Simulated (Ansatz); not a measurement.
# CH2AlClOS: the cost of one run

Method: RHF/6-31G*, in Ansatz 0.2.0.

### 1 The system as given

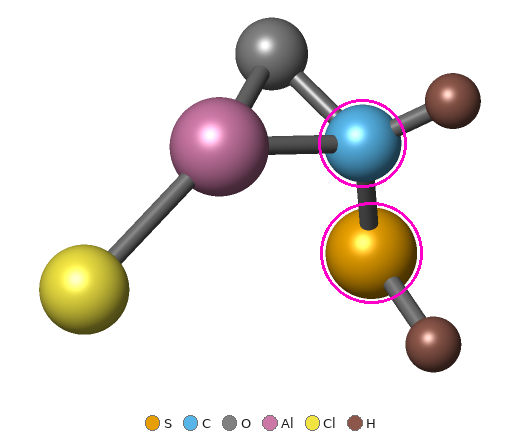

Start, viewed from a chosen angle; sulfur amber, carbon blue, oxygen grey, aluminium pink, chlorine yellow, hydrogen brown. Ringed: S1, C2.

Coordinates:

```xyz
7

S    -0.9609   -0.6151    1.3531
C     0.5385   -0.3128    0.4378
O     0.7509   -1.3641   -0.4711
Al    0.3902    0.1758   -1.4112
Cl   -1.0670    1.2907   -2.7226
H    -1.0639    0.7928    1.7438
H     1.4735   -0.0353    1.0244
```

### 2 Relaxing end A

Contents of input.yaml:

```yaml
crystal:
  periodic: [false, false, false]
  atoms:
    - { symbol: S, position_ang: [-0.9609, -0.6151, 1.3531] }
    - { symbol: C, position_ang: [0.5385, -0.3128, 0.4378] }
    - { symbol: O, position_ang: [0.7509, -1.3641, -0.4711] }
    - { symbol: Al, position_ang: [0.3902, 0.1758, -1.4112] }
    - { symbol: Cl, position_ang: [-1.067, 1.2907, -2.7226] }
    - { symbol: H, position_ang: [-1.0639, 0.7928, 1.7438] }
    - { symbol: H, position_ang: [1.4735, -0.0353, 1.0244] }
basis:
  gaussian: { orbitals: "6-31G*" }
hamiltonian:
  xc: hf
relax:
  f_tol: 0.015
  max_steps: 40
```

On the command line:

```console
$ ansatz run input.yaml --threads 1 --pin off --max-ram 2048MiB --backend cpu --events-out ev --progress --plain --runs-dir out
```

**Question.** How long does this run take on 1 thread of Arm Neoverse V1, shared host, and how much memory does it need?

About 31 s, with a peak of 0.18 GiB.
